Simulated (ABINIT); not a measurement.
# InP (F-43m): third-order response

Which lines does InP (F-43m) show in Raman and infrared spectra?

Program: ABINIT 10.8.3. Level of theory: DFT LDA, scalar-relativistic, plane waves, PseudoDojo norm-conserving pseudopotentials. Results are calculated unless marked as measured.

**Measured values to reproduce.**

“Universal growth of ultra-thin III–V semiconductor single crystals” (2020, pmc:7414113) reports for InP, zinc blende, by Raman, 532 nm excitation (bulk InP reference crystal): Raman mode (TO, bulk) 306 cm⁻¹ [bulk reference spectrum shown in the supplement; assignment to TO implied by order].

The database entry behind the starting cell differs from later determinations by our own check (0.1 to 0.3 % short, probably kX units), so it need not match the best structure at ambient conditions.

## (1) The structure

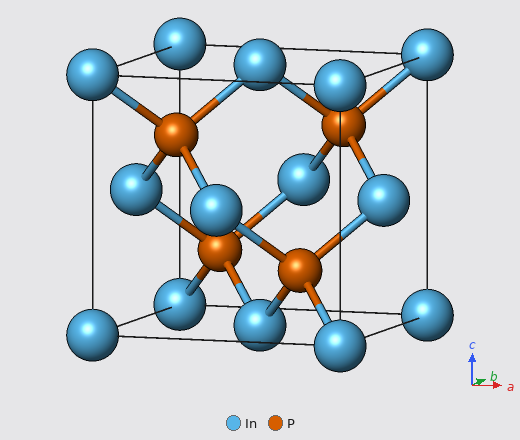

The starting structure, seen slightly off an axis (indium blue, phosphorus orange). This picture shows the conventional cell, with its axes. Bonds to atoms that aren't drawn are left out. Some periodic images of atoms are drawn too.

## (2) A first look

A first run with smearing and empty bands tells whether the crystal has a gap, which decides between fixed occupations and smearing later on.

File probe.abi:

```
# ground state
tolvrs 1.0d-08
prtden 1
prtwf 1

# basis, mesh and filling
ecut 31.0
ngkpt 6 6 6
nshiftk 1
shiftk 0.0 0.0 0.0
istwfk *1
occopt 7
tsmear 0.005
nband 15
nstep 100
diemac 9.0
prtebands 0
prtgsr 0

# cell and atoms
acell 7.83169184 7.83169184 7.83169184
rprim 
    -0.7071067812 0.0 0.7071067812
    0.0 0.7071067812 0.7071067812
    -0.7071067812 0.7071067812 0.0
ntypat 2
znucl 49 15
natom 2
typat 1 2
xred 
    0.0 0.0 0.0
    0.25 0.25 0.25
pp_dirpath "./pseudo"
pseudos "In.upf, P.upf"
```

On the command line:

```bash
$ OMP_NUM_THREADS=1 mpirun -n 4 abinit probe.abi > probe.log
```

Numbers of over 12 decimals in the logs are rounded to 6 here.

probe.abo, the main output file:

```text
[banners, grids, parts of the stress and lines that vanish by symmetry left out]
- input  file    -> probe.abi
- output file    -> probe.abo
- root for input  files -> probei
[...]
Symmetries : space group F-4 3 m (#216); Bravais cF (face-center cubic)
[...]
mpw =        2822          nfft =       64000          nkpt =          16
[...]
== DATASET  1 ==================================================================
[...]
cutoff_energies: {ecut:  31.0, pawecutdg:  -1.0, }
[...]
ETOT  1  -72.896353146771    -7.290E+01 3.925E-01 1.059E+02
 ETOT  2  -73.215438075174    -3.191E-01 2.467E-02 1.552E+01
 ETOT  3  -73.218296657323    -2.859E-03 7.430E-03 4.834E-02
 ETOT  4  -73.218302733752    -6.076E-06 2.422E-03 1.735E-03
 ETOT  5  -73.218302968689    -2.349E-07 3.766E-03 6.272E-04
 ETOT  6  -73.218303079083    -1.104E-07 5.603E-04 4.471E-05
 ETOT  7  -73.218303088255    -9.172E-09 6.934E-04 3.214E-07
 ETOT  8  -73.218303088320    -6.517E-11 1.722E-04 2.525E-08
 ETOT  9  -73.218303088324    -4.377E-12 1.903E-04 4.907E-10
 At SCF step    9       vres2   =  4.91E-10 < tolvrs=  1.00E-08 =>converged.
[...]
sigma(1 1)=  6.52783083E-05  sigma(3 2)=  0.00000000E+00
  sigma(2 2)=  6.52783083E-05  sigma(3 1)=  0.00000000E+00
  sigma(3 3)=  6.52783083E-05  sigma(2 1)=  0.00000000E+00
[...]
convergence: {deltae: -4.377E-12, res2:  4.907E-10, residm:  1.903E-04, diffor: null, }
etotal    :  -7.32183031E+01
[...]
sigma(1 1)=  6.52783083E-05  sigma(3 2)=  0.00000000E+00
  sigma(2 2)=  6.52783083E-05  sigma(3 1)=  0.00000000E+00
  sigma(3 3)=  6.52783083E-05  sigma(2 1)=  0.00000000E+00
[...]
- sigma(1 1)=  1.92055414E+00  sigma(3 2)=  0.00000000E+00
- sigma(2 2)=  1.92055414E+00  sigma(3 1)=  0.00000000E+00
- sigma(3 3)=  1.92055414E+00  sigma(2 1)=  0.00000000E+00
[...]
fcart     -0.0000000000E+00 -0.0000000000E+00 -0.0000000000E+00
           strten      6.5278308292E-05  6.5278308292E-05  6.5278308292E-05
================================================================================

[key lines of the parts left out:]
pressure_GPa:  -1.9206E+00
```

The job ended after 8.5 s (4 MPI ranks of Arm Neoverse V1, shared host).

Numbers from this step:

```yaml
volume_per_atom: 25.17 Å³
pressure: -1.921 GPa
gap_on_the_k_mesh: 0.4833 eV
```

A gap of 0.48 eV opens on this mesh, so the crystal is taken as an insulator; the printed pressure holds the stress of the finite basis too.

## (3) Relaxing the cell and atoms

The harmonic expansion needs vanishing forces, and a free crystal bears no stress, so cell and atoms are brought to rest. Stress is more sensitive to the basis than forces are: the last 3 Ha under the cutoff are smoothed with ecutsm, and the cutoff is raised above that of the later runs.

File relax.abi:

```
# relaxation
ionmov 2
optcell 2
dilatmx 1.08
ntime 40
tolmxf 1.0d-05
tolvrs 1.0d-14
prtwf 0
prtden 0
chksymtnons 0

# basis, mesh and filling
ecut 39.0
ecutsm 3.0
ngkpt 10 10 10
nshiftk 1
shiftk 0.0 0.0 0.0
istwfk *1
occopt 1
nband 9
nstep 100
diemac 9.0
prtebands 0
prtgsr 0

# cell and atoms
acell 7.83169184 7.83169184 7.83169184
rprim 
    -0.7071067812 0.0 0.7071067812
    0.0 0.7071067812 0.7071067812
    -0.7071067812 0.7071067812 0.0
ntypat 2
znucl 49 15
natom 2
typat 1 2
xred 
    0.0 0.0 0.0
    0.25 0.25 0.25
pp_dirpath "./pseudo"
pseudos "In.upf, P.upf"
```

On the command line:

```bash
$ OMP_NUM_THREADS=1 mpirun -n 4 abinit relax.abi > relax.log
```

relax.abo, the main output file:

```text
[banners, grids, parts of the stress and lines that vanish by symmetry left out]
- input  file    -> relax.abi
- output file    -> relax.abo
- root for input  files -> relaxi
[...]
Symmetries : space group F-4 3 m (#216); Bravais cF (face-center cubic)
[...]
mpw =        5003          nfft =      110592          nkpt =          47
[...]
== DATASET  1 ==================================================================
[...]
cutoff_energies: {ecut:  39.0, pawecutdg:  -1.0, }
[...]
ETOT  1  -70.670530069021    -7.067E+01 6.032E-01 4.897E+03
 ETOT  2  -72.474373574130    -1.804E+00 1.164E-01 7.304E+03
 ETOT  3  -73.114789413028    -6.404E-01 3.253E-02 1.093E+03
 ETOT  4  -73.158426906417    -4.364E-02 1.949E-03 6.560E+02
 ETOT  5  -73.210107251809    -5.168E-02 3.625E-04 9.712E+01
[...]
At SCF step   26       vres2   =  7.47E-15 < tolvrs=  1.00E-14 =>converged.
[...]
sigma(1 1)=  4.52276566E-05  sigma(3 2)=  0.00000000E+00
  sigma(2 2)=  4.52276566E-05  sigma(3 1)=  0.00000000E+00
  sigma(3 3)=  4.52276566E-05  sigma(2 1)=  0.00000000E+00
[...]
convergence: {deltae: -1.648E-12, res2:  7.465E-15, residm:  9.080E-11, diffor: null, }
etotal    :  -7.32191961E+01
[...]
ETOT  1  -73.219037073071    -7.322E+01 6.611E-01 3.036E+00
[...]
At SCF step   11       vres2   =  5.29E-15 < tolvrs=  1.00E-14 =>converged.
[...]
sigma(1 1)=  3.61422748E-05  sigma(3 2)=  0.00000000E+00
  sigma(2 2)=  3.61422748E-05  sigma(3 1)=  0.00000000E+00
  sigma(3 3)=  3.61422748E-05  sigma(2 1)=  0.00000000E+00
[...]
convergence: {deltae:  1.421E-12, res2:  5.291E-15, residm:  1.070E-12, diffor: null, }
etotal    :  -7.32192523E+01
[...]
ETOT  1  -73.216148665788    -7.322E+01 2.317E-01 4.568E+01
[...]
At SCF step   13       vres2   =  4.83E-15 < tolvrs=  1.00E-14 =>converged.
[...]
sigma(1 1)= -1.12037410E-06  sigma(3 2)=  0.00000000E+00
  sigma(2 2)= -1.12037410E-06  sigma(3 1)=  0.00000000E+00
  sigma(3 3)= -1.12037410E-06  sigma(2 1)=  0.00000000E+00
[...]
convergence: {deltae:  3.041E-12, res2:  4.829E-15, residm:  9.919E-16, diffor: null, }
etotal    :  -7.32193475E+01
[...]
ETOT  1  -73.219344678247    -7.322E+01 7.027E-10 4.085E-02
[...]
ETOT  9  -73.219347553284    -2.842E-14 2.077E-16 5.481E-13
 ETOT 10  -73.219347553285    -4.547E-13 2.380E-17 3.862E-15
 At SCF step   10       vres2   =  3.86E-15 < tolvrs=  1.00E-14 =>converged.
[...]
sigma(1 1)=  2.59762806E-08  sigma(3 2)=  0.00000000E+00
  sigma(2 2)=  2.59762806E-08  sigma(3 1)=  0.00000000E+00
  sigma(3 3)=  2.59762806E-08  sigma(2 1)=  0.00000000E+00
[...]
convergence: {deltae: -4.547E-13, res2:  3.862E-15, residm:  2.380E-17, diffor: null, }
etotal    :  -7.32193476E+01
[...]
At Broyd/MD step   4, gradients are converged :
[...]
sigma(1 1)=  2.59762806E-08  sigma(3 2)=  0.00000000E+00
  sigma(2 2)=  2.59762806E-08  sigma(3 1)=  0.00000000E+00
  sigma(3 3)=  2.59762806E-08  sigma(2 1)=  0.00000000E+00
[...]
- sigma(1 1)=  7.64248562E-04  sigma(3 2)=  0.00000000E+00
- sigma(2 2)=  7.64248562E-04  sigma(3 1)=  0.00000000E+00
- sigma(3 3)=  7.64248562E-04  sigma(2 1)=  0.00000000E+00
[...]
fcart     -0.0000000000E+00 -0.0000000000E+00 -0.0000000000E+00
           strten      2.5976280640E-08  2.5976280640E-08  2.5976280640E-08
================================================================================

[key lines of the parts left out:]
pressure_GPa:  -7.6425E-04
Total energy (etotal) [Ha]= -7.32193475532847E+01
```

Wall time 1.7 min (4 MPI ranks); 6.9 min of CPU time.

The steps of the relaxation:

```
step  energy less that of the first step (eV)  largest force (eV/Å)  volume (Å³)
   1                                   0.0000                0.0000        50.33
   2                                  -0.0015                0.0000        50.13
   3                                  -0.0041                0.0000        49.34
   4                                  -0.0041                0.0000        49.36
```

```
conventional cell, symmetrised  before  after  change
                         a (Å)   5.861  5.823  -0.6 %
                         b (Å)   5.861  5.823  -0.6 %
                         c (Å)   5.861  5.823  -0.6 %
              volume (Å³/atom)   25.17  24.68  -1.9 %
```

Final coordinates:

```xyz
2
Lattice="-2.9115 0.0000 2.9115 0.0000 2.9115 2.9115 -2.9115 2.9115 0.0000" Properties=species:S:1:pos:R:3 pbc="T T T"
In    0.0000    0.0000    0.0000
P    -1.4557    1.4557    1.4557
```

This step gave:

* volume per atom: 24.68 Å³
* pressure: -7.64e-4 GPa

The volume changes by -1.9 % in this run and stands -1.9 % from the first cell.

## (4) Ground state

First-order wavefunctions inherit every error of the ground state, hence the very tight tolvrs. The mesh is shifted off Γ, since shifted meshes converge sums over the zone faster.

File gs.abi:

```
# ground state
tolvrs 1.0d-16
prtden 1
prtwf 1

# basis, mesh and filling
ecut 31.0
ngkpt 8 8 8
nshiftk 4
shiftk 
    0.5 0.5 0.5
    0.5 0.0 0.0
    0.0 0.5 0.0
    0.0 0.0 0.5
istwfk *1
occopt 1
nband 9
nstep 100
diemac 9.0
prtebands 0
prtgsr 0

# cell and atoms
acell 7.78086189 7.78086189 7.78086189
rprim 
    -0.7071067812 0.0 0.7071067812
    0.0 0.7071067812 0.7071067812
    -0.7071067812 0.7071067812 0.0
ntypat 2
znucl 49 15
natom 2
typat 1 2
xred 
    0.0 0.0 0.0
    0.25 0.25 0.25
pp_dirpath "./pseudo"
pseudos "In.upf, P.upf"
```

On the command line:

```bash
$ OMP_NUM_THREADS=1 mpirun -n 4 abinit gs.abi > gs.log
```

gs.abo, the main output file:

```text
[banners, grids, parts of the stress and lines that vanish by symmetry left out]
- input  file    -> gs.abi
- output file    -> gs.abo
- root for input  files -> gsi
[...]
Symmetries : space group F-4 3 m (#216); Bravais cF (face-center cubic)
[...]
mpw =        2764          nfft =       64000          nkpt =          60
[...]
== DATASET  1 ==================================================================
[...]
cutoff_energies: {ecut:  31.0, pawecutdg:  -1.0, }
[...]
ETOT  1  -71.015238601452    -7.102E+01 5.229E-01 2.254E+03
 ETOT  2  -72.649390516993    -1.634E+00 1.750E-01 3.287E+03
 ETOT  3  -73.140656978298    -4.913E-01 4.954E-02 4.778E+02
 ETOT  4  -73.173853176218    -3.320E-02 1.507E-02 2.820E+02
 ETOT  5  -73.215742883169    -4.189E-02 1.229E-03 2.054E+01
[...]
ETOT 23  -73.219018915253     1.577E-12 6.191E-15 1.942E-16
 ETOT 24  -73.219018915256    -2.885E-12 2.868E-15 2.120E-17
 At SCF step   24       vres2   =  2.12E-17 < tolvrs=  1.00E-16 =>converged.
[...]
sigma(1 1)=  1.95851792E-05  sigma(3 2)=  0.00000000E+00
  sigma(2 2)=  1.95851792E-05  sigma(3 1)=  0.00000000E+00
  sigma(3 3)=  1.95851792E-05  sigma(2 1)=  0.00000000E+00
[...]
convergence: {deltae: -2.885E-12, res2:  2.120E-17, residm:  2.868E-15, diffor: null, }
etotal    :  -7.32190189E+01
[...]
sigma(1 1)=  1.95851792E-05  sigma(3 2)=  0.00000000E+00
  sigma(2 2)=  1.95851792E-05  sigma(3 1)=  0.00000000E+00
  sigma(3 3)=  1.95851792E-05  sigma(2 1)=  0.00000000E+00
[...]
- sigma(1 1)=  5.76215865E-01  sigma(3 2)=  0.00000000E+00
- sigma(2 2)=  5.76215865E-01  sigma(3 1)=  0.00000000E+00
- sigma(3 3)=  5.76215865E-01  sigma(2 1)=  0.00000000E+00
[...]
fcart     -1.9117295860E-31  1.9117295860E-31 -5.7351887580E-31
           strten      1.9585179174E-05  1.9585179174E-05  1.9585179174E-05
================================================================================

[key lines of the parts left out:]
pressure_GPa:  -5.7622E-01
```

Wall time 33 s (4 MPI ranks).

Numbers from this step:

```
pressure : -0.5762 GPa
```

The cell stands at -0.58 GPa: the relaxation ran with a smoothed and higher cutoff and on another k mesh.

## (5) Empty bands

Empty bands on the ground state's density check that the gap assumed so far is there in this cell.

File gap.abi:

```
# empty bands on the ground state's density
iscf -2
getden_filepath "gso_DEN"
tolwfr 1.0d-12
nbdbuf 2
prtwf 0

# basis, mesh and filling
ecut 31.0
ngkpt 12 12 12
nshiftk 1
shiftk 0.0 0.0 0.0
istwfk *1
occopt 1
nband 13
nstep 100
diemac 9.0
prtebands 0
prtgsr 0

# cell and atoms
acell 7.78086189 7.78086189 7.78086189
rprim 
    -0.7071067812 0.0 0.7071067812
    0.0 0.7071067812 0.7071067812
    -0.7071067812 0.7071067812 0.0
ntypat 2
znucl 49 15
natom 2
typat 1 2
xred 
    0.0 0.0 0.0
    0.25 0.25 0.25
pp_dirpath "./pseudo"
pseudos "In.upf, P.upf"
```

On the command line:

```bash
$ OMP_NUM_THREADS=1 mpirun -n 4 abinit gap.abi > gap.log
```

gap.abo, the main output file:

```text
[banners, grids, parts of the stress and lines that vanish by symmetry left out]
- input  file    -> gap.abi
- output file    -> gap.abo
- root for input  files -> gapi
[...]
Symmetries : space group F-4 3 m (#216); Bravais cF (face-center cubic)
[...]
mpw =        2778          nfft =       64000          nkpt =          72
[...]
== DATASET  1 ==================================================================
[...]
cutoff_energies: {ecut:  31.0, pawecutdg:  -1.0, }
[...]
-outvars: echo values of variables after computation
            acell      7.7808618900E+00  7.7808618900E+00  7.7808618900E+00 Bohr
================================================================================
```

It took 19 s on 4 MPI ranks; 74 s of CPU time.

Read from the output:

```yaml
gap_on_the_k_mesh: 0.5943 eV
```

In this cell the gap on the mesh is 0.59 eV, direct, so fixed occupations hold.

[end of part 1 of 3]

[Host names and launcher messages were left out of these logs when they were recorded.]

[Logs are printed without paths, hosts, clocks, repeated set-up lines and the standing remarks that a program may print on its own settings, such as how far it seeks lower states.]

[Hosts, paths, dates, database ids (printed as entryN), source tags and the programs' standing remarks are cut or masked in the printed files.]
